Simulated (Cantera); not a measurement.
Feed: 1 mol SiHCl3, 0.18 mol C3H8, 360 mol H2, at 11000 Pa.

Equilibrium computed with Cantera from the NASA thermochemical tables; the gas is ideal and each condensed phase is pure. Candidate condensed phases: C, C6H6, C7H8, C8H18, Si, SiC; 109 gas species. Mutual solubility and eutectic melting of coexisting phases are not modelled. The tables' values for SiCl, SiCl3 are old estimates; treat these amounts as uncertain. Gases not in the tables: Si2H6 and higher silanes. Equilibrium is a limit: real reactors are often held back by kinetics, nucleation or transport.

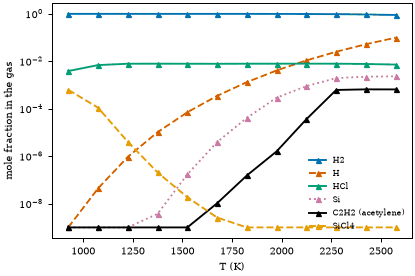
Fig. 1. Equilibrium gas composition (values under 1e-9 drawn at 1e-9)

Question: Read off the mole fractions at 1075 K.

Answer: H2 about 0.99, HCl about 0.0069, SiCl4 about 0.00011, H about 4.4e-8.
